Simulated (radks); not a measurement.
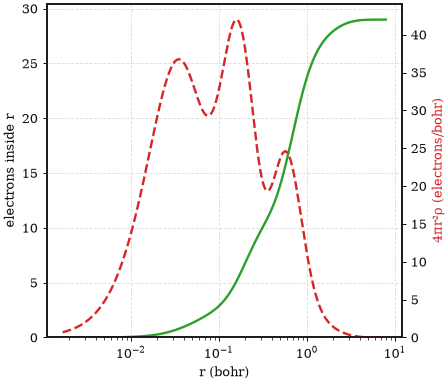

System: the Zn⁺ ion, configuration [Ar] 3d10 4s1. The calculation used the in-house radial solver radks at this level: Dirac Kohn-Sham, PBEsol, spin-unpolarised, spherical densities, finite nucleus.

The plot shows the number of electrons inside radius r (solid) and the radial density 4πr²ρ (dashed).

Question: What does the plot show?

Answer: The count levels off at 29 electrons. Half of them lie within 0.525 bohr, 90 % within 1.32 bohr and 99 % within 2.96 bohr. The radial density has minima at 0.0755 and 0.359 bohr, where the count stands at 2.1 and 10.9; these part the shells that the density resolves.
